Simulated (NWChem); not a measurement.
**CH5FSi (SMILES C[SiH2]F) at 3 levels**

We compute a comparison of 3 runs (r2SCAN/pcseg-0, r2SCAN/pcseg-1, r2SCAN/pcseg-2) of CH5FSi. 

The results are computed with NWChem 7.3.0.

## 1. The structure to begin with

CH5FSi has 8 atoms, charge 0, and is taken as a singlet. As SMILES, `C[SiH2]F`. The coordinates come from a PBE0-D4/def2-TZVP relaxation.

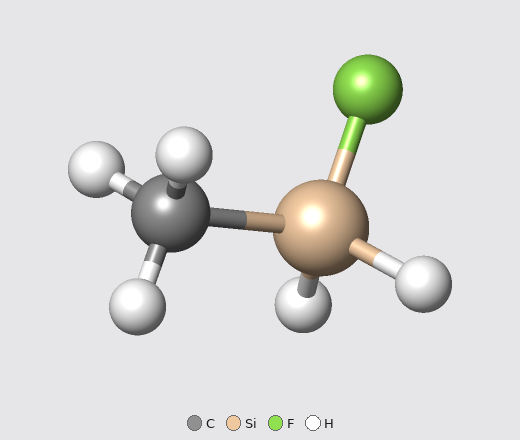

Viewed from a chosen angle; carbon grey, silicon light orange, fluorine green, hydrogen white.

## 2. Energy and one-electron properties at r2SCAN/pcseg-0 (run 1)

Input file ch5fsi.nw:

```
START ch5fsi
TITLE "CH5FSi"
memory stack 880 mb heap 220 mb global 1100 mb
charge 0

GEOMETRY units angstroms noautosym nocenter noautoz
 C    -0.521400    0.700300   -0.437000
 Si    0.448400   -0.642000    0.395200
 F     1.946500   -0.649600   -0.178800
 H    -0.562400    0.542500   -1.517100
 H    -1.546700    0.713200   -0.056500
 H    -0.077200    1.680300   -0.248400
 H     0.538700   -0.420800    1.860700
 H    -0.133700   -1.981200    0.126000
END

BASIS spherical bse
 * library pcseg-0
END

DFT
 xc r2scan
 grid fine
 convergence energy 1e-08
 maxiter 100
 mulliken
 noprint "final vectors analysis"
END

PROPERTY
 dipole
 quadrupole
 mulliken
END

TASK dft property
```

Started as:

```bash
$ nwchem ch5fsi.nw > ch5fsi.out
```

Log:

```text
[...]
          Wavefunction type:  closed shell.
          No. of atoms     :     8
          No. of electrons :    34
[...]
          Charge           :     0
          Spin multiplicity:     1
[...]
          AO basis - number of functions:    41
[...]
              XC Information
              --------------
                      r^2SCAN Method XC Functional
               r^2SCAN metaGGA Exchange Functional  1.000
                     r^2SCAN Correlation Potential  1.000
[...]
 d= 0,ls=0.0,diis     1   -429.5802907595 -5.46D+02  4.12D-02  4.12D-01     0.9
[...]
 d= 0,ls=0.0,diis     8   -429.6317338158  7.67D-09  9.21D-06  2.16D-07     5.1
         Total DFT energy =     -429.631733815756
      One electron energy =     -823.854966266884
           Coulomb energy =      316.778332558313
    Exchange-Corr. energy =      -38.514223925427
 Nuclear repulsion energy =      115.959123818242
[...]
      Total Density - Mulliken Population Analysis
     ---------------------------------------------
    Atom       Charge   Shell Charges
 -----------   ------   -------------------------------------------------------
    1 C    6     7.25   1.98  0.79  0.77  1.49  2.22
    2 Si  14    12.85   2.00  2.00  0.92  0.18  5.81  0.97  0.97
    3 F    9     9.50   1.98  1.02  0.98  2.43  3.09
    4 H    1     0.72   0.56  0.16
    5 H    1     0.73   0.56  0.16
    6 H    1     0.72   0.56  0.16
    7 H    1     1.11   0.60  0.52
    8 H    1     1.11   0.60  0.52
[...]
   Dipole moment        1.9213957919 Debye(s)
             DMX       -1.8307777051 DMXEFC        0.0000000000
             DMY        0.5371197907 DMYEFC        0.0000000000
             DMZ        0.2269738182 DMZEFC        0.0000000000
   -EFC- dipole         0.0000000000 DEBYE(S)
   Total dipole         1.9213957919 DEBYE(S)
[...]
```

Run time: 6 s. Hardware: 1 thread of Intel Xeon 6975P-C (Granite Rapids), shared host; peak memory 0.11 GiB.

Atomic charges (e):

| atom | Mulliken | Löwdin |
| --- | --- | --- |
| C1 | -1.254 | -0.730 |
| Si2 | +1.153 | +0.970 |
| F3 | -0.503 | -0.410 |
| H4 | +0.281 | +0.150 |
| H5 | +0.271 | +0.150 |
| H6 | +0.281 | +0.150 |
| H7 | -0.115 | -0.140 |
| H8 | -0.115 | -0.140 |

## 3. Energy and one-electron properties at r2SCAN/pcseg-1 (run 2)

Input file calc.nw:

```
start calc
title "CH5FSi"
memory total 2200 mb

geometry units angstrom noautosym nocenter noautoz
C     -0.521400     0.700300    -0.437000
Si     0.448400    -0.642000     0.395200
F      1.946500    -0.649600    -0.178800
H     -0.562400     0.542500    -1.517100
H     -1.546700     0.713200    -0.056500
H     -0.077200     1.680300    -0.248400
H      0.538700    -0.420800     1.860700
H     -0.133700    -1.981200     0.126000
end

basis spherical bse
* library pcseg-1
end

dft
xc r2scan
mult 1
grid fine
convergence energy 1e-08
maxiter 100
mulliken
noprint "final vectors analysis"
end

property
dipole
quadrupole
mulliken
end

task dft property
```

Started as:

```bash
$ nwchem calc.nw > calc.out
```

Log:

```text
[...]
          Wavefunction type:  closed shell.
          No. of atoms     :     8
          No. of electrons :    34
[...]
          Charge           :     0
          Spin multiplicity:     1
[...]
          AO basis - number of functions:    71
[...]
              XC Information
              --------------
                      r^2SCAN Method XC Functional
               r^2SCAN metaGGA Exchange Functional  1.000
                     r^2SCAN Correlation Potential  1.000
[...]
 d= 0,ls=0.0,diis     1   -430.3216874413 -5.46D+02  1.54D-02  4.48D-01     1.9
[...]
 d= 0,ls=0.0,diis     8   -430.3683157690 -5.64D-09  4.55D-06  1.21D-07    12.1
         Total DFT energy =     -430.368315768960
      One electron energy =     -825.369880516724
           Coulomb energy =      317.668543657665
    Exchange-Corr. energy =      -38.626102728143
 Nuclear repulsion energy =      115.959123818242
[...]
      Total Density - Mulliken Population Analysis
     ---------------------------------------------
    Atom       Charge   Shell Charges
 -----------   ------   -------------------------------------------------------
    1 C    6     6.57   1.99  0.73  0.50  2.17  1.17  0.01
    2 Si  14    13.15   2.00  1.99  0.92  0.14  5.99  1.81  0.04  0.26
    3 F    9     9.43   2.00  0.95  0.99  3.44  2.04  0.01
    4 H    1     0.86   0.75  0.09  0.02
    5 H    1     0.86   0.75  0.09  0.02
    6 H    1     0.86   0.75  0.09  0.02
    7 H    1     1.14   0.77  0.36  0.01
    8 H    1     1.14   0.77  0.36  0.01
[...]
   Dipole moment        1.8905605109 Debye(s)
             DMX       -1.7765579243 DMXEFC        0.0000000000
             DMY        0.6358894377 DMYEFC        0.0000000000
             DMZ        0.1170709623 DMZEFC        0.0000000000
   -EFC- dipole         0.0000000000 DEBYE(S)
   Total dipole         1.8905605109 DEBYE(S)
[...]
```

Wall time 13 s (1 thread of Intel Xeon 6975P-C (Granite Rapids), shared host); peak memory 0.11 GiB.

Atomic charges (e):

```
atom  Mulliken  Löwdin
  C1    -0.570  -0.430
 Si2    +0.846  +0.720
  F3    -0.425  -0.310
  H4    +0.144  +0.090
  H5    +0.135  +0.090
  H6    +0.144  +0.090
  H7    -0.138  -0.120
  H8    -0.138  -0.120
```

## 4. Energy and one-electron properties at r2SCAN/pcseg-2 (run 3)

Input file mol.nw:

```
start mol
title "CH5FSi"
memory stack 880 mb heap 220 mb global 1100 mb

geometry units angstrom noautosym nocenter noautoz
  C    -0.521400    0.700300   -0.437000
  Si    0.448400   -0.642000    0.395200
  F     1.946500   -0.649600   -0.178800
  H    -0.562400    0.542500   -1.517100
  H    -1.546700    0.713200   -0.056500
  H    -0.077200    1.680300   -0.248400
  H     0.538700   -0.420800    1.860700
  H    -0.133700   -1.981200    0.126000
end

basis spherical bse
  * library pcseg-2
end

dft
  xc r2scan
  grid fine
  convergence energy 1e-08
  maxiter 100
  mulliken
  noprint "final vectors analysis"
end

property
  dipole
  quadrupole
  mulliken
end

task dft property
```

Started as:

```bash
$ nwchem mol.nw > mol.out
```

Log:

```text
[...]
          Wavefunction type:  closed shell.
          No. of atoms     :     8
          No. of electrons :    34
[...]
          Charge           :     0
          Spin multiplicity:     1
[...]
          AO basis - number of functions:   164
[...]
              XC Information
              --------------
                      r^2SCAN Method XC Functional
               r^2SCAN metaGGA Exchange Functional  1.000
                     r^2SCAN Correlation Potential  1.000
[...]
 d= 0,ls=0.0,diis     1   -430.4472605298 -5.46D+02  5.04D-03  6.84D-01     8.3
[...]
 d= 0,ls=0.0,diis    10   -430.4984250025 -3.75D-09  8.56D-08  5.47D-10    72.8
         Total DFT energy =     -430.498425002500
      One electron energy =     -825.851353359045
           Coulomb energy =      318.066750737920
    Exchange-Corr. energy =      -38.672946199616
 Nuclear repulsion energy =      115.959123818242
[...]
      Total Density - Mulliken Population Analysis
     ---------------------------------------------
    Atom       Charge   Shell Charges
 -----------   ------   -------------------------------------------------------
    1 C    6     6.24   2.00  0.52  0.46  0.10  1.39  1.41  0.35  0.00  0.01  0.00
    2 Si  14    13.08   2.01  0.46  1.53  0.75  0.36  5.91  0.59  1.11  0.04  0.02  0.28  0.03
    3 F    9     9.43   2.00  0.64  0.93  0.37  2.38  2.28  0.81  0.00  0.01  0.00
    4 H    1     0.96   0.43  0.46  0.02  0.01  0.04  0.00
    5 H    1     0.97   0.43  0.47  0.02  0.01  0.05  0.00
    6 H    1     0.96   0.43  0.46  0.02  0.01  0.04  0.00
    7 H    1     1.18   0.40  0.61  0.15  0.00  0.02  0.00
    8 H    1     1.18   0.40  0.61  0.15  0.00  0.02  0.00
[...]
   Dipole moment        1.7654032641 Debye(s)
             DMX       -1.6391745541 DMXEFC        0.0000000000
             DMY        0.6538237078 DMYEFC        0.0000000000
             DMZ        0.0476447835 DMZEFC        0.0000000000
   -EFC- dipole         0.0000000000 DEBYE(S)
   Total dipole         1.7654032641 DEBYE(S)
[...]
```

It took 74 s on 1 thread of Intel Xeon 6975P-C (Granite Rapids), shared host; peak memory 0.12 GiB.

Atomic charges (e):

| atom | Mulliken | Löwdin |
| --- | --- | --- |
| C1 | -0.240 | -0.250 |
| Si2 | +0.925 | +0.920 |
| F3 | -0.431 | -0.280 |
| H4 | +0.039 | +0.000 |
| H5 | +0.026 | +0.000 |
| H6 | +0.039 | +0.000 |
| H7 | -0.179 | -0.190 |
| H8 | -0.179 | -0.190 |

## 5. Overview of the runs

```
run           level  energy (Eh)  dipole moment (D)  wall time
  1  r2SCAN/pcseg-0  -429.631734               1.92        6 s
  2  r2SCAN/pcseg-1  -430.368316               1.89       13 s
  3  r2SCAN/pcseg-2  -430.498425               1.77       74 s
```

## 6. Results

```
            quantity          value
 run 3: total energy  -430.49843 Eh
run 3: dipole moment         1.77 D
```

In words: The dipole moment (its size) runs from 1.77 D (r2SCAN/pcseg-2) to 1.92 D (r2SCAN/pcseg-0). All runs together took 93 s, the longest 74 s.
